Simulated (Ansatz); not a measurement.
# Elastic response of Pnma (COD entry) SnSO4, displaced supercell (96 atoms), part 2 of 3

Aim: relax Pnma (COD entry) SnSO4, displaced supercell (96 atoms), then change its volume and shape to read moduli from the stress.

Ansatz 0.2.0; Kohn-Sham DFT, PBEsol, PAW (set soft_2), plane waves.

The cell: 16 Sn, 16 S and 64 O. The Brillouin zone is sampled at Γ only.

So far. Step 2 (Single point at the start): The r.m.s. force at the start is 0.98 eV/Å. Step 3 (Cell and atoms relaxed): The relaxation converged after 9 steps, with a largest force component of 0.024 eV/Å.

**4. Single point at the relaxed geometry**

The electronic structure is read at the final geometry, in a run of its own.

input.yaml reads:

```yaml
crystal:
  lattice:
    - [8.72465, -0.00044, -0.00014]
    - [-0.00053, 10.86424, 0.00106]
    - [-0.00022, 0.00141, 14.17959]
  atoms:
    - { symbol: Sn, position: [0.22359, 0.12474, 0.10061] }
    - { symbol: Sn, position: [0.27717, 0.3747, 0.3508] }
    - { symbol: Sn, position: [0.77726, 0.37497, 0.39964] }
    - { symbol: Sn, position: [0.72352, 0.12499, 0.14961] }
    - { symbol: S, position: [0.07595, 0.12476, 0.33432] }
    - { symbol: S, position: [0.42483, 0.37476, 0.08437] }
    [... 84 atom lines left out ...]
    - { symbol: O, position: [0.90375, 0.76277, 0.60502] }
    - { symbol: O, position: [0.59703, 0.73687, 0.85488] }
    - { symbol: O, position: [0.90372, 0.98685, 0.60502] }
    - { symbol: O, position: [0.59665, 0.51278, 0.85506] }
    - { symbol: O, position: [0.09668, 0.7368, 0.89532] }
    - { symbol: O, position: [0.40363, 0.76275, 0.64529] }
kpoints:
  mp_grid: { grid: [1, 1, 1] }
hamiltonian:
  xc: pbesol
scf:
  occupations: { method: fermi_dirac, width: 0.05 }
output:
  forces: true
  stress: true
  populations: true
  dos:
    method: { smearing: { sigma: 0.08 } }
    de: 0.1
    projected: { site_lists: { O: [O], S: [S], Sn: [Sn] } }
  eigenvalues: true
  write_density: true
  write_potential: true
  volumetric_format: npy
```

Run with:

```sh
$ ansatz run input.yaml --threads 4 --pin off --max-ram 8192MiB --backend cpu --events-out ev --progress --plain --runs-dir out
```

Numbers of over 12 decimals in the logs are rounded to 6 here.

The log of the run:

```text
[...]
Crystal: 96 atoms, lattice volume = 1344.036 Å³
Basis set: ecut = 420 eV, 26311 PW (Γ), exchange–correlation on 120×150×192 points (8 copies of the dense FFT grid, shifted against one another)
Bands: 448, of which v1, the nominal top of the filled ones, is band 352 counted from 1 (351 counted from 0)
Symmetry: 1 space group operations
[...]
k-points: 1
[...]
SCF iter   1: F=—  HF=-145223.706479 eV  |F-HF|=—  |Δ(HF+E_count)|=         —  Δρ=1.05e-2  dr2=1.14e0  ethr=1.77e-3  ⟨swp⟩=5.0  Hψ=1966  notcnv=0  defer=52
[...]
SCF iter   9: F=-145223.387610 eV  HF=-145223.387611 eV  |F-HF|=3.42e-8  |Δ(HF+E_count)|=   8.06e-8  Δρ=2.36e-6  dr2=6.04e-8  ethr=1.42e-11  ⟨swp⟩=17.0  Hψ=3681  notcnv=0
SCF 1 converged in 9 iterations: F = -145223.387610 eV  dr2 = 6.04e-8
[...]
SCF converged after 9 iterations
Free energy (F): -145223.387610 eV
[...]
Internal energy: -145223.387610 eV  (E = F + TS)
E sigma→0 (E₀):  -145223.387610 eV
Fermi energy:    7.269084 eV
[...]
--- Forces (eV/Å), atoms counted from 1 ---
  atom   1  Sn    -0.00034816     0.00346614    -0.00461826
  atom   2  Sn    -0.00046356     0.00072486    -0.00678211
  atom   3  Sn    -0.00657489     0.00025155    -0.00169965
  atom   4  Sn     0.00542157     0.00036700     0.00406780
  atom   5  S      0.01710549    -0.00048857    -0.01898206
  atom   6  S     -0.02301540     0.00239454    -0.00553058
  atom   7  S     -0.02245396    -0.00028228     0.01126989
  atom   8  S      0.01474431    -0.00099613    -0.00174143
  atom   9  O     -0.00179384     0.00042426     0.00274657
  atom  10  O      0.00736083    -0.00020007    -0.00224578
  atom  11  O      0.00494745     0.00004443    -0.00096114
  atom  12  O     -0.00552458    -0.00043325     0.00141894
  atom  13  O     -0.00578414    -0.00087401     0.00715968
  atom  14  O      0.00362283     0.00072441     0.00152379
[...]
atom  95  O     -0.00242383    -0.00261556     0.00155061
  atom  96  O      0.00446710     0.00440176     0.00360673
  max |Σ_I F_I| component: 4.22e-6 eV/Å
--- Stress (GPa, compression-positive) ---
       -0.033550      -0.000358       0.000075
       -0.000358       0.009213      -0.002276
        0.000075      -0.002276       0.010857
  P = ⅓ Tr σ = -0.0045 GPa (-0.045 kbar)
--- Band table (eV) ---
[...]
--- Löwdin populations: 96 sites ---
  site symbol       q [e]
     0     Sn     12.9687
     1     Sn     12.9687
     2     Sn     12.9685
[...]
95      O      6.7086
  spilling = 0.013706 (of n_electrons = 704.000000)
```

Elapsed: 20 s, on 4 threads of Intel Xeon Platinum 8259CL at 2.50GHz (Skylake/Cascade Lake), shared host; peak memory 2 GiB; 74 s of CPU time.

The run gave:

```
free energy                                      : -145223.3876 eV
free energy per atom                             : -1512.7436 eV/atom
SCF cycles                                       : 9
pressure                                         : -0.004494 GPa
r.m.s. force component                           : 0.00667 eV/Å
longest force                                    : 0.03198 eV/Å
Fermi energy                                     : 7.269 eV
gap (highest filled to lowest empty level) : 3.917 eV
spilling of the projection                       : 0.01371
```

States in the cell by windows of 1 eV, zero at the Fermi level; the larger projections on atomic orbitals stand beside the total:

```
from (eV)  to (eV)  total   O p  Sn p   S p   O s  Sn s
      -10       -9   25.3  14.3   0.8   3.1   3.1   3.4
       -9       -8   67.9  41.1   1.9  12.0  10.9   1.1
       -8       -7   17.8  10.3   0.2   1.4   1.8   3.6
       -7       -6   29.1  21.3   2.6   0.7   1.0   2.6
       -6       -5   68.0  60.1   3.1   0.6   0.9   0.7
       -5       -4   47.5  42.8   0.8   0.8   0.4   1.0
       -4       -3   77.2  69.2   1.4   0.3   0.5   4.7
       -3       -2   45.5  33.4   2.1   0.2   0.3   8.9
       -2       -1    3.1   1.8   0.2   0.0   0.0   1.0
       -1        1    0.0   0.0   0.0   0.0   0.0   0.0
        1        2    1.8   0.1   1.4   0.0   0.3   0.0
        2        3   23.7   1.4  17.7   1.0   2.3   0.1
        3        4   56.7   6.1  42.0   2.1   3.1   0.2
        4        5   13.8   1.9   9.0   0.5   1.1   0.3
```

The curve was stored every 0.10 eV, coarse against its broadening of 0.08 eV, so these counts are rough.

Between -26 and -10 eV lie 323 more states.

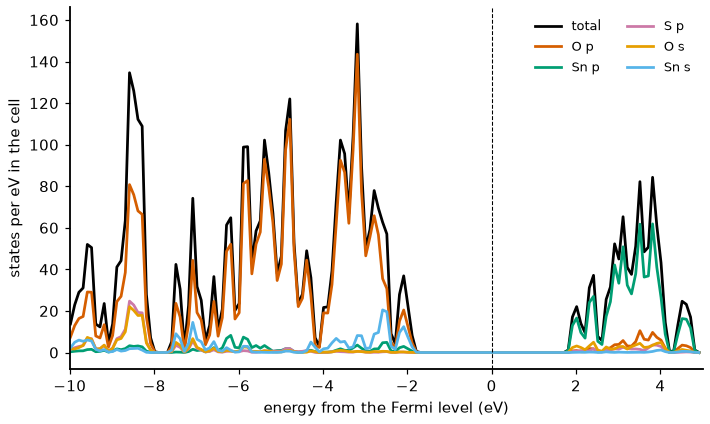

Total and projected density of states, with the broadening of the input.

The levels nearest the highest filled one (over half full), pooled over k-points and spins:

```
level less the highest filled one (eV)  occupation
                                -0.545           2
                                -0.216           2
                                -0.215           2
                                -0.118           2
                                -0.118           2
                                     0           2
                                  3.92           0
                                  3.92           0
                                  4.08           0
                                  4.29           0
                                  4.29           0
                                  4.36           0
```

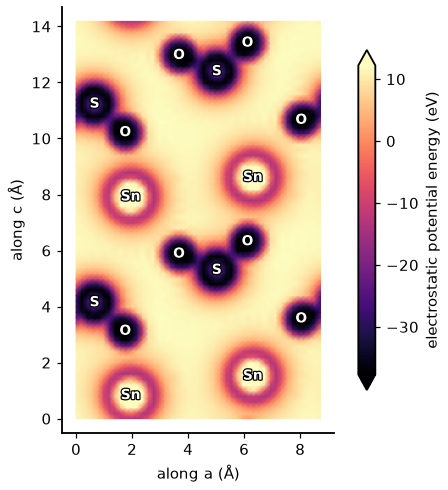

Electrostatic potential energy in the ac plane at fractional y = 0.125, with atoms of Sn and S and O within 0.2 Å of it. With pseudopotentials it is smooth inside the atoms' cores, unlike the true potential. The map starts off the cell's origin, so that atoms lie inside it.

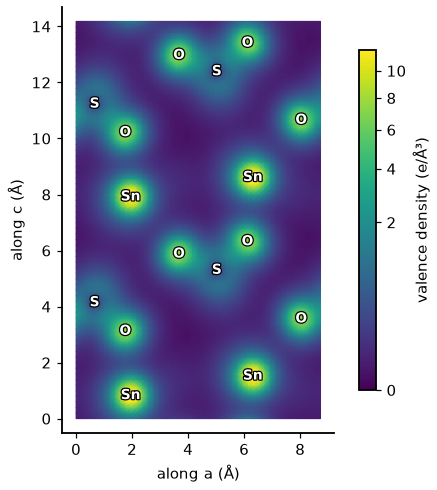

Valence density in the ac plane at fractional y = 0.125, with atoms of Sn and S and O within 0.2 Å of it. It is the smooth field of the valence electrons, not physical close to the nuclei. The map starts off the cell's origin, so that atoms lie inside it. The colour scale is stretched toward low values.

Between filled and empty levels lie 3.92 eV at Γ alone; the mesh holds the band edges only if they fold onto it, so the gap at this level can be narrower or closed, while semilocal functionals tend to narrow gaps against experiment. The largest share in the top eV of filled states is O p (71 % of the projected weight), and in the lowest eV of empty states Sn p (78 % of the projected weight).

**5. Volume -3 %**

The relaxed cell is scaled evenly and the atoms are relaxed again; the stress at the end gives one point of P(V).

input.yaml, the sections that differ from step 4:

```yaml
crystal:
  lattice:
    - [8.63652, -0.00044, -0.00014]
    - [-0.00052, 10.75449, 0.00105]
    - [-0.00022, 0.0014, 14.03635]
  atoms:
    [... the 96 atom lines of step 4 ...]
output:
  forces: true
  eigenvalues: true
  stress: true
relax:
  f_tol: 0.05
  max_steps: 70
# kpoints, hamiltonian, scf: as in step 4
```

The log of the run:

```text
Warning: output.stress: scf.convergence.dr2_threshold = 1e-7 eV (the SCF's general default) is looser than the 9.6e-9 eV advised for a printed stress (1e-10 eV for each atom of the cell: 96). What an SCF threshold leaves in a stress goes as its square root, and in the free energy as the threshold itself, and one threshold admits the most on a small cell: [...]
[...]
Crystal: 96 atoms, lattice volume = 1303.715 Å³
Basis set: ecut = 420 eV, 25441 PW (Γ), exchange–correlation on 120×144×192 points (8 copies of the dense FFT grid, shifted against one another)
Bands: 448, of which v1, the nominal top of the filled ones, is band 352 counted from 1 (351 counted from 0)
Symmetry: 1 space group operations
[...]
k-points: 1
[...]
SCF iter   1: F=—  HF=-145223.175703 eV  |F-HF|=—  |Δ(HF+E_count)|=         —  Δρ=1.08e-2  dr2=1.18e0  ethr=1.77e-3  ⟨swp⟩=6.0  Hψ=1975  notcnv=0  defer=52
[...]
SCF iter   5: F=—  HF=-145222.835750 eV  |F-HF|=—  |Δ(HF+E_count)|=   5.69e-4  Δρ=1.76e-4  dr2=3.23e-4  ethr=1.47e-7  ⟨swp⟩=2.0  Hψ=615  notcnv=0  defer=89
SCF iter   6: F=-145222.835735 eV  HF=-145222.835725 eV  |F-HF|=9.78e-6  |Δ(HF+E_count)|=   2.53e-5  Δρ=4.16e-5  dr2=2.04e-5  ethr=8.88e-9  ⟨swp⟩=10.0  Hψ=2497  notcnv=0
SCF 1 converged in 6 iterations: F = -145222.835735 eV  dr2 = 2.04e-5
[...]
relax step   1: F+E_penalty+E_count = -145222.83573488 eV  Δ(F+E_penalty+E_count) = +0.000e0 eV  max|allowed force component| = 7.881e-1 eV/Å  Δτ_max = 0.0000 Å  (6 SCF iters, dr2 threshold 6.25e-5 eV, accepted)
[...]
relax step   2: F+E_penalty+E_count = -145223.11542422 eV  Δ(F+E_penalty+E_count) = -2.797e-1 eV  max|allowed force component| = 4.749e-1 eV/Å  Δτ_max = 0.0294 Å  (6 SCF iters, dr2 threshold 3.88e-5 eV, accepted)
[...]
relax step   3: F+E_penalty+E_count = -145223.26058319 eV  Δ(F+E_penalty+E_count) = -1.452e-1 eV  max|allowed force component| = 4.026e-2 eV/Å  Δτ_max = 0.0342 Å  (6 SCF iters, dr2 threshold 1.41e-5 eV, accepted)
[...]
relax step   4: F+E_penalty+E_count = -145223.26058732 eV  Δ(F+E_penalty+E_count) = -4.126e-6 eV  max|allowed force component| = 4.059e-2 eV/Å  Δτ_max = 0.0000 Å  (4 SCF iters, accepted)
SCF converged after 4 iterations
Free energy (F): -145223.260587 eV
[...]
Internal energy: -145223.260587 eV  (E = F + TS)
E sigma→0 (E₀):  -145223.260587 eV
Fermi energy:    7.694424 eV
[...]
Σ components = -145223.260587   (vs F -145223.260587, Δ=0.00e0)
--- Forces (eV/Å), atoms counted from 1 ---
  atom   1  Sn    -0.03232907    -0.00043544    -0.00994614
  atom   2  Sn     0.03245455     0.00028010    -0.01072502
  atom   3  Sn     0.03279680    -0.00035784     0.01117960
  atom   4  Sn    -0.03260859    -0.00032932     0.01094613
[...]
atom  96  O      0.01419529     0.03484171     0.01020327
  max |Σ_I F_I| component: 3.92e-6 eV/Å
--- Stress (GPa, compression-positive) ---
        0.713003       0.001527       0.000380
        0.001527       1.016112       0.004502
        0.000380       0.004502       0.804620
  P = ⅓ Tr σ = 0.8446 GPa (8.446 kbar)
--- Band table (eV) ---
[...]
--- Relaxed structure (4 steps of the walk, 4 accepted, 0 SCFs on fresh bases) ---
  F+E_penalty+E_count = -145223.26058732 eV   max|allowed force component| = 4.059e-2 eV/Å
  atoms:
    - { symbol: Sn, position: [0.223158, 0.124664, 0.098875] }
    - { symbol: Sn, position: [0.277405, 0.374634, 0.348978] }
    - { symbol: Sn, position: [0.777488, 0.375018, 0.401372] }
    - { symbol: Sn, position: [0.723211, 0.125039, 0.151354] }
[...]
- { symbol: O, position: [0.407728, 0.761388, 0.647152] }
```

Run time: 50 s. Hardware: 4 threads; peak memory 1.9 GiB.

The program notes that the SCF threshold is loose for the stress.

The relaxation converged after 4 steps, 0.425 eV below its start, with a largest force component of 0.041 eV/Å.

Volume -3 %: the energy stands 0.127 eV above that of the reference, at a pressure of 0.845 GPa.

**6. Volume +3 %**

The relaxed cell is scaled to another volume.

Input and log are left out; they have the form of those shown for this kind of step.

It took 49 s on 4 threads of Intel Xeon Platinum 8259CL at 2.50GHz (Skylake/Cascade Lake), shared host; peak memory 2 GiB.

The relaxation converged after 4 steps, 0.391 eV below its start, with a largest force component of 0.028 eV/Å.

Volume +3 %: the energy stands 0.0924 eV above that of the reference, at a pressure of -0.669 GPa.

**7. Volume -6 %**

The relaxed cell is scaled to another volume.

Input and log are left out; they have the form of those shown for this kind of step.

Elapsed: 87 s, on 4 threads of Intel Xeon Platinum 8259CL at 2.50GHz (Skylake/Cascade Lake), shared host; peak memory 1.9 GiB; 5.3 min of CPU time.

The relaxation converged after 6 steps, 1.82 eV below its start, with a largest force component of 0.0041 eV/Å.

Volume -6 %: the energy stands 0.453 eV above that of the reference, at a pressure of 1.97 GPa.

**8. Volume +6 %**

The relaxed cell is scaled to another volume.

input.yaml, the sections that differ from step 5:

```yaml
crystal:
  lattice:
    - [8.89577, -0.00045, -0.00014]
    - [-0.00054, 11.07732, 0.00108]
    - [-0.00022, 0.00144, 14.45769]
  atoms:
    [... the 96 atom lines of step 4 ...]
# kpoints, hamiltonian, scf, output, relax: as in step 5
```

The log of the run:

```text
[...]
Crystal: 96 atoms, lattice volume = 1424.679 Å³
Basis set: ecut = 420 eV, 27893 PW (Γ), exchange–correlation on 120×150×200 points (8 copies of the dense FFT grid, shifted against one another)
Bands: 448, of which v1, the nominal top of the filled ones, is band 352 counted from 1 (351 counted from 0)
Symmetry: 1 space group operations
[...]
k-points: 1
[...]
SCF iter   1: F=—  HF=-145221.859403 eV  |F-HF|=—  |Δ(HF+E_count)|=         —  Δρ=1.02e-2  dr2=1.14e0  ethr=1.77e-3  ⟨swp⟩=5.0  Hψ=1968  notcnv=0  defer=48
[...]
SCF iter   5: F=—  HF=-145221.563532 eV  |F-HF|=—  |Δ(HF+E_count)|=   5.89e-4  Δρ=2.21e-4  dr2=5.75e-4  ethr=1.83e-7  ⟨swp⟩=2.0  Hψ=711  notcnv=0  defer=89
SCF iter   6: F=-145221.563484 eV  HF=-145221.563464 eV  |F-HF|=2.07e-5  |Δ(HF+E_count)|=   6.85e-5  Δρ=4.50e-5  dr2=2.57e-5  ethr=8.88e-9  ⟨swp⟩=10.0  Hψ=2531  notcnv=0
SCF 1 converged in 6 iterations: F = -145221.563484 eV  dr2 = 2.57e-5
[...]
relax step   1: F+E_penalty+E_count = -145221.56348427 eV  Δ(F+E_penalty+E_count) = +0.000e0 eV  max|allowed force component| = 1.306e0 eV/Å  Δτ_max = 0.0000 Å  (6 SCF iters, dr2 threshold 6.25e-5 eV, accepted)
[...]
relax step   2: F+E_penalty+E_count = -145222.52819670 eV  Δ(F+E_penalty+E_count) = -9.647e-1 eV  max|allowed force component| = 8.564e-1 eV/Å  Δτ_max = 0.0683 Å  (6 SCF iters, dr2 threshold 1.00e-4 eV, accepted)
[...]
relax step   3: F+E_penalty+E_count = -145223.05417911 eV  Δ(F+E_penalty+E_count) = -5.260e-1 eV  max|allowed force component| = 4.656e-2 eV/Å  Δτ_max = 0.0507 Å  (6 SCF iters, dr2 threshold 4.58e-5 eV, accepted)
[...]
relax step   4: F+E_penalty+E_count = -145223.05418331 eV  Δ(F+E_penalty+E_count) = -4.209e-6 eV  max|allowed force component| = 4.660e-2 eV/Å  Δτ_max = 0.0000 Å  (4 SCF iters, accepted)
SCF converged after 4 iterations
Free energy (F): -145223.054183 eV
[...]
Internal energy: -145223.054183 eV  (E = F + TS)
E sigma→0 (E₀):  -145223.054183 eV
Fermi energy:    6.533736 eV
[...]
Σ components = -145223.054183   (vs F -145223.054183, Δ=0.00e0)
--- Forces (eV/Å), atoms counted from 1 ---
  atom   1  Sn     0.02323506     0.00049420     0.00539813
  atom   2  Sn    -0.02191727     0.00103452     0.00310552
  atom   3  Sn    -0.02036053    -0.00112447    -0.00256859
  atom   4  Sn     0.01861595    -0.00119398    -0.00353350
[...]
atom  96  O     -0.03038548    -0.02562599    -0.00517027
  max |Σ_I F_I| component: 1.48e-5 eV/Å
--- Stress (GPa, compression-positive) ---
       -1.169015       0.001300       0.000215
        0.001300      -1.359122      -0.004620
        0.000215      -0.004620      -1.256392
  P = ⅓ Tr σ = -1.2615 GPa (-12.615 kbar)
--- Band table (eV) ---
[...]
--- Relaxed structure (4 steps of the walk, 4 accepted, 0 SCFs on fresh bases) ---
  F+E_penalty+E_count = -145223.05418331 eV   max|allowed force component| = 4.660e-2 eV/Å
  atoms:
    - { symbol: Sn, position: [0.227696, 0.124792, 0.099740] }
    - { symbol: Sn, position: [0.272964, 0.374784, 0.349880] }
    - { symbol: Sn, position: [0.772935, 0.374888, 0.400425] }
    - { symbol: Sn, position: [0.727865, 0.124884, 0.150497] }
[...]
- { symbol: O, position: [0.397783, 0.765196, 0.640021] }
```

Run time: 55 s. Hardware: 4 threads; peak memory 2.1 GiB.

The relaxation converged after 4 steps, 1.49 eV below its start, with a largest force component of 0.047 eV/Å.

Volume +6 %: the energy stands 0.333 eV above that of the reference, at a pressure of -1.26 GPa.

**9. Volume -10 %**

The relaxed cell is scaled to another volume.

Input and log are left out; they have the form of those shown for this kind of step.

Elapsed: 59 s, on 4 threads of Intel Xeon Platinum 8259CL at 2.50GHz (Skylake/Cascade Lake), shared host; peak memory 1.9 GiB; 3.6 min of CPU time.

The relaxation converged after 4 steps, 5.41 eV below its start, with a largest force component of 0.046 eV/Å.

Volume -10 %: the energy stands 1.44 eV above that of the reference, at a pressure of 3.96 GPa.

**10. Stretched by 1 % along x**

The relaxed cell is strained along x alone, which gives the stiffness along x and its coupling to y and z.

input.yaml, the sections that differ from step 8:

```yaml
crystal:
  lattice:
    - [8.8119, -0.00044, -0.00014]
    - [-0.00054, 10.86424, 0.00106]
    - [-0.00022, 0.00141, 14.17959]
  atoms:
    [... the 96 atom lines of step 4 ...]
# kpoints, hamiltonian, scf, output, relax: as in step 8
```

The log of the run:

```text
[...]
Crystal: 96 atoms, lattice volume = 1357.477 Å³
Basis set: ecut = 420 eV, 26565 PW (Γ), exchange–correlation on 120×150×192 points (8 copies of the dense FFT grid, shifted against one another)
Bands: 448, of which v1, the nominal top of the filled ones, is band 352 counted from 1 (351 counted from 0)
Symmetry: 1 space group operations
[...]
k-points: 1
[...]
SCF iter   1: F=—  HF=-145223.582077 eV  |F-HF|=—  |Δ(HF+E_count)|=         —  Δρ=1.05e-2  dr2=1.14e0  ethr=1.77e-3  ⟨swp⟩=6.0  Hψ=1965  notcnv=0  defer=52
[...]
SCF iter   5: F=—  HF=-145223.266766 eV  |F-HF|=—  |Δ(HF+E_count)|=   5.08e-4  Δρ=1.98e-4  dr2=4.31e-4  ethr=1.64e-7  ⟨swp⟩=2.0  Hψ=615  notcnv=0  defer=89
SCF iter   6: F=-145223.266734 eV  HF=-145223.266721 eV  |F-HF|=1.36e-5  |Δ(HF+E_count)|=   4.59e-5  Δρ=4.29e-5  dr2=2.29e-5  ethr=8.88e-9  ⟨swp⟩=10.0  Hψ=2476  notcnv=0
SCF 1 converged in 6 iterations: F = -145223.266734 eV  dr2 = 2.29e-5
[...]
relax step   1: F+E_penalty+E_count = -145223.26673419 eV  Δ(F+E_penalty+E_count) = +0.000e0 eV  max|allowed force component| = 5.869e-1 eV/Å  Δτ_max = 0.0000 Å  (6 SCF iters, dr2 threshold 6.25e-5 eV, accepted)
[...]
relax step   2: F+E_penalty+E_count = -145223.32847345 eV  Δ(F+E_penalty+E_count) = -6.174e-2 eV  max|allowed force component| = 3.754e-1 eV/Å  Δτ_max = 0.0134 Å  (5 SCF iters, dr2 threshold 2.15e-5 eV, accepted)
[...]
relax step   3: F+E_penalty+E_count = -145223.36232681 eV  Δ(F+E_penalty+E_count) = -3.385e-2 eV  max|allowed force component| = 7.541e-2 eV/Å  Δτ_max = 0.0214 Å  (6 SCF iters, dr2 threshold 8.81e-6 eV, accepted)
[...]
relax step   4: F+E_penalty+E_count = -145223.36938656 eV  Δ(F+E_penalty+E_count) = -7.060e-3 eV  max|allowed force component| = 5.914e-3 eV/Å  Δτ_max = 0.0171 Å  (7 SCF iters, accepted)
SCF converged after 7 iterations
Free energy (F): -145223.369387 eV
[...]
Internal energy: -145223.369387 eV  (E = F + TS)
E sigma→0 (E₀):  -145223.369387 eV
Fermi energy:    7.130077 eV
[...]
Σ components = -145223.369387   (vs F -145223.369387, Δ=0.00e0)
--- Forces (eV/Å), atoms counted from 1 ---
  atom   1  Sn     0.00232753    -0.00035017     0.00193746
  atom   2  Sn    -0.00250304    -0.00018704     0.00252104
  atom   3  Sn    -0.00256846    -0.00028796    -0.00240779
  atom   4  Sn     0.00304626    -0.00057541    -0.00323499
[...]
atom  96  O      0.00172440    -0.00245849     0.00061897
  max |Σ_I F_I| component: 2.48e-6 eV/Å
--- Stress (GPa, compression-positive) ---
       -0.373878       0.001111       0.000604
        0.001111      -0.153419      -0.004613
        0.000604      -0.004613      -0.102750
  P = ⅓ Tr σ = -0.2100 GPa (-2.100 kbar)
--- Band table (eV) ---
[...]
--- Relaxed structure (4 steps of the walk, 4 accepted, 0 SCFs on fresh bases) ---
  F+E_penalty+E_count = -145223.36938656 eV   max|allowed force component| = 5.914e-3 eV/Å
  atoms:
    - { symbol: Sn, position: [0.224499, 0.124803, 0.100723] }
    - { symbol: Sn, position: [0.276106, 0.374821, 0.350786] }
    - { symbol: Sn, position: [0.776169, 0.374881, 0.399572] }
    - { symbol: Sn, position: [0.724416, 0.124881, 0.149572] }
[...]
- { symbol: O, position: [0.402105, 0.762796, 0.645241] }
```

Run time: 63 s. Hardware: 4 threads; peak memory 2 GiB.

The relaxation converged after 4 steps, 0.103 eV below its start, with a largest force component of 0.0059 eV/Å.

Stretched by 1 % along x: the energy stands 0.0182 eV above that of the reference, at a pressure of -0.210 GPa.

(Part 2 of 3 ends here.)

[Logs are printed without paths, hosts, clocks, repeated set-up lines and the standing remarks that a program may print on its own settings, such as how far it seeks lower states.]

[Hosts, paths, dates, database ids (printed as entryN), source tags and the programs' standing remarks are cut or masked in the printed files.]
